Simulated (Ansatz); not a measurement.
**doublet [P2]− at 6 levels**

We compute a comparison of 6 runs (U-wB97X/def2-TZVPPD, UPBE0/def2-TZVPPD, RPA@PBE/def2-TZVPPD, RPA@PBE0/def2-TZVPPD, UCCSD/def2-TZVPPD, UCCSD(T)/def2-TZVPPD) of doublet [P2]−. 

The calculation is run with Ansatz 0.2.0.

16 further runs of the same task are left out: 16 set aside as unsound or not needed.

**1. The system as given**

[P2]−: 2 atoms, total charge -1, spin state doublet. SMILES of the parent species: `P#P`. The bond length is the one measured for the parent species. That shape belongs to the parent species and isn't relaxed for this state.

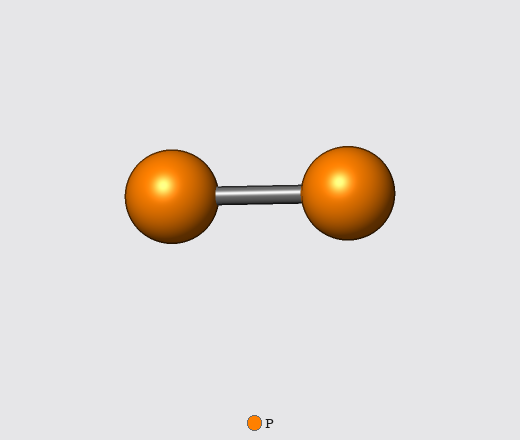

The structure, seen from a chosen angle (phosphorus orange).

**2. A single-point energy at U-wB97X/def2-TZVPPD (run 1)**

molecule.yaml

```yaml
crystal:
  periodic: [false, false, false]
  atoms:
    - {symbol: P, position_ang: [0.000000, 0.000000, 0.000000]}
    - {symbol: P, position_ang: [0.000000, 0.000000, 1.893400]}
basis:
  gaussian:
    orbitals: def2-TZVPPD.json
accuracy: high
output: {orbitals: {seedname: orbitals}}
hamiltonian:
  xc: {name: wB97X}
total_charge: -1
magnetization:
  spin_polarized: true
  initial_magnetization: 1
```

The basis set def2-TZVPPD is read from a file made from the Basis Set Exchange's data (not shown).

Run with:

```
$ ansatz run molecule.yaml --threads 1 --pin off --max-ram 3480MiB --events-out events.jsonl --progress --plain --runs-dir runs
```

What it wrote:

```text
Warning: RAYON_NUM_THREADS=1 ignored (pool sized by the plan → 1); use --threads N
Functional definition: wB97X
  name "wB97X"
  parameter omega = 0.3/bohr
  parameter cx = 0.157706
  parameter cx1 = 0.726479
  parameter cx2 = 1.04760
  parameter cx3 = -5.70635
  parameter cx4 = 13.2794
  parameter css1 = -4.33879
  parameter css2 = 18.2308
  parameter css3 = -31.7430
  parameter css4 = 17.2901
  parameter cos1 = 2.37031
  parameter cos2 = -11.3995
  parameter cos3 = 6.58405
  parameter cos4 = -3.78132
  exchange = spin_sum(e_x_unif_sr(omega)*poly(b97_u_x, 1 - cx, cx1, cx2, cx3, cx4)) + cx*exact_x_sr(omega)
      + exact_x_lr(omega)
  correlation = spin_sum(e_c_pw_same_spin*poly(b97_u_same, 1, css1, css2, css3, css4))
      + integral(e_c_pw_opposite_spin*poly(b97_u_opposite, 1, cos1, cos2, cos3, cos4))
1257 factors; integrals over basis functions are off by at most 3.3e-9 eV
295 factors; integrals over basis functions are off by at most 1.2e-9 eV
mean field evaluation 1: about -18576.9756 eV, gradient 7.2e0 eV
mean field evaluation 2: about -18577.2818 eV, gradient 5.1e0 eV
mean field evaluation 4: about -18577.3821 eV, gradient 7.1e-1 eV
mean field evaluation 8: about -18577.4616 eV, gradient 6.2e-2 eV
mean field evaluation 16: about -18577.4616 eV, gradient 3.0e-5 eV
mean field -18577.46163939 eV, -682.7091229917 hartree, gradient 4.4e-8 eV, S^2 0.759823; 1 other end points of the search recorded, 0 dependent functions left out
reference -18577.46163738 eV, -682.7091229179 hartree; 16, 15 occupied and 80, 81 virtual orbitals, 1257 factors
Total energy: -18577.46163738 eV, -682.7091229179 hartree
```

Run time: 20 s. Hardware: 1 thread of Intel Xeon Platinum 8488C (Sapphire Rapids), shared host; peak memory 0.51 GiB.

**3. A single-point energy at UPBE0/def2-TZVPPD (run 2)**

input.yaml

```yaml
basis:
  gaussian: {orbitals: def2-TZVPPD.json}
crystal:
  periodic: [false, false, false]
  atoms:
    - symbol: P
      position_ang: [0.000000, 0.000000, 0.000000]
    - symbol: P
      position_ang: [0.000000, 0.000000, 1.893400]
magnetization: {spin_polarized: true, initial_magnetization: 1}
hamiltonian: {xc: {name: PBE0}}
accuracy: high
output: {orbitals: {seedname: orbitals}}
total_charge: -1
```

The basis set def2-TZVPPD is read from a file made from the Basis Set Exchange's data (not shown).

Run with:

```
$ ansatz run input.yaml --threads 1 --pin off --max-ram 3480MiB --events-out events.jsonl --progress --plain --runs-dir runs
```

What it wrote:

```text
Warning: RAYON_NUM_THREADS=1 ignored (pool sized by the plan → 1); use --threads N
Functional definition: PBE0
  name "PBE0"
  parameter a = 0.25
  parameter kappa = 0.804
  parameter beta = 0.06672455060314922
  exchange = (1 - a)*pbe_x(kappa = kappa, mu = beta*pi^2/3) + a*exact_x
  correlation = pbe_c(beta = beta)
1257 factors; integrals over basis functions are off by at most 3.3e-9 eV
mean field evaluation 1: about -18570.6923 eV, gradient 4.3e0 eV
mean field evaluation 2: about -18570.7713 eV, gradient 2.8e0 eV
mean field evaluation 4: about -18570.8031 eV, gradient 8.0e-1 eV
mean field evaluation 8: about -18570.9172 eV, gradient 4.8e-2 eV
mean field evaluation 16: about -18570.9173 eV, gradient 4.0e-6 eV
mean field evaluation 32: about -18570.9173 eV, gradient 8.9e-9 eV
mean field -18570.91726429 eV, -682.4686216430 hartree, gradient 2.6e-8 eV, S^2 0.757149; 2 other end points of the search recorded, 0 dependent functions left out
reference -18570.91726608 eV, -682.4686217087 hartree; 16, 15 occupied and 80, 81 virtual orbitals, 1257 factors
Total energy: -18570.91726608 eV, -682.4686217087 hartree
```

Run time: 6.9 s. Hardware: 1 thread of Intel Xeon Platinum 8488C (Sapphire Rapids), shared host; peak memory 0.28 GiB.

**4. A single-point energy at RPA@PBE/def2-TZVPPD (run 3)**

job.yaml

```yaml
basis:
  gaussian:
    orbitals: def2-TZVPPD.json
crystal:
  periodic: [false, false, false]
  atoms:
    - {symbol: P, position_ang: [0.000000, 0.000000, 0.000000]}
    - {symbol: P, position_ang: [0.000000, 0.000000, 1.893400]}
total_charge: -1
magnetization:
  spin_polarized: true
  initial_magnetization: 1
hamiltonian:
  xc: {name: PBE}
correlation:
  method: rpa
  frozen_orbitals: {P: 5}
accuracy: high
```

The basis set def2-TZVPPD is read from a file made from the Basis Set Exchange's data (not shown).

Run with:

```
$ ansatz run job.yaml --threads 1 --pin off --max-ram 3480MiB --events-out events.jsonl --progress --plain --runs-dir runs
```

What it wrote, shortened:

```text
Warning: RAYON_NUM_THREADS=1 ignored (pool sized by the plan → 1); use --threads N
Functional definition: PBE
  name "PBE"
[...]
1257 factors; integrals over basis functions are off by at most 3.3e-9 eV
[...]
mean field -18569.50682208 eV, -682.4167888475 hartree, gradient 2.9e-8 eV, S^2 0.753419; 2 other end points of the search recorded, 0 dependent functions left out
10 core orbitals not correlated: weight in the atoms' cores, before any rotation towards them, 1.000 or more for the frozen orbitals, at most 0.000 for the correlated occupied ones
reference -18543.49382398 eV, -681.4608287997 hartree; 6, 5 occupied and 80, 81 virtual orbitals, 1257 factors
Total energy: -18556.64308887 eV, -681.9440553714 hartree
```

Wall time 6.3 s (1 thread of Intel Xeon Platinum 8488C (Sapphire Rapids), shared host); peak memory 0.27 GiB.

Runs 4 to 5 aren't shown in full; the table further down has their settings and results.

**5. The energy at UCCSD(T)/def2-TZVPPD (run 6)**

job.yaml

```yaml
crystal:
  periodic: [false, false, false]
  atoms:
    - symbol: P
      position_ang: [0.000000, 0.000000, 0.000000]
    - symbol: P
      position_ang: [0.000000, 0.000000, 1.893400]
basis:
  gaussian: {orbitals: def2-TZVPPD.json}
magnetization: {spin_polarized: true, initial_magnetization: 1}
correlation: {method: ccsd_t, frozen_orbitals: {P: 5}}
total_charge: -1
accuracy: high
scf: {omitted_lower_state_checks: [cluster_reference, increment]}
```

The basis set def2-TZVPPD is read from a file made from the Basis Set Exchange's data (not shown).

Run with:

```
$ ansatz run job.yaml --threads 1 --pin off --max-ram 3480MiB --events-out events.jsonl --progress --plain --runs-dir runs
```

What it wrote, shortened:

```text
Warning: RAYON_NUM_THREADS=1 ignored (pool sized by the plan → 1); use --threads N
Functional definition: HF
  name "HF"
[...]
1257 factors; integrals over basis functions are off by at most 3.3e-9 eV
[...]
mean field -18544.19122331 eV, -681.4864577525 hartree, gradient 2.2e-8 eV, S^2 0.980872; 6 other end points of the search recorded, 0 dependent functions left out
10 core orbitals not correlated: weight in the atoms' cores, before any rotation towards them, 1.000 or more for the frozen orbitals, at most 0.000 for the correlated occupied ones
reference -18544.19122331 eV, -681.4864577525 hartree; 6, 5 occupied and 80, 81 virtual orbitals, 1257 factors
second order -7.33820536 eV of doubles, -0.00000000 eV of singles
cycle   1  -7.70208537 eV  change   -3.6e-1 eV  update   1.0e-1
[...]
cycle  26  -8.18693792 eV  change  -6.8e-10 eV  update  3.7e-10
perturbative correction -0.55864870 eV, -0.0205299610 hartree
Total energy: -18552.93680994 eV, -681.8078521329 hartree
Checks for a lower state left out: cluster_reference, increment
```

Wall time 16 s (1 thread of Intel Xeon Platinum 8488C (Sapphire Rapids), shared host); peak memory 0.7 GiB.

**6. Overview of the runs**

| run | level | frozen core orbitals | energy (Eh) | ⟨S²⟩ | wall time |
| --- | --- | --- | --- | --- | --- |
| 1 | U-wB97X/def2-TZVPPD | – | -682.709123 | 0.760 | 20 s |
| 2 | UPBE0/def2-TZVPPD | – | -682.468622 | 0.757 | 6.9 s |
| 3 | RPA@PBE/def2-TZVPPD | 10 | -681.944055 | 0.753 | 6.3 s |
| 4 | RPA@PBE0/def2-TZVPPD | 10 | -681.900561 | 0.757 | 9.3 s |
| 5 | UCCSD/def2-TZVPPD | 10 | -681.787322 | 0.981 | 14 s |
| 6 | UCCSD(T)/def2-TZVPPD | 10 | -681.807852 | 0.981 | 16 s |

**7. Outcome**

| quantity | value |
| --- | --- |
| run 6: total energy | -681.80785 Eh |
| run 6: correlation energy (10 core orbitals frozen) | -321.4 mEh |
| run 6: (T) correction | -20.53 mEh |
| run 6: ⟨S²⟩ of the reference determinant | 0.981 |
| run 6: T1 diagnostic | 0.055 |

In words: Totals of different functionals can't be ranked against each other. In run 2 the HOMO lies above zero, so the outermost electron may be held by the basis alone. Spin contamination of the reference: run 5 ⟨S²⟩ = 0.98, run 6 ⟨S²⟩ = 0.98. All runs together took 72 s, the longest 20 s.
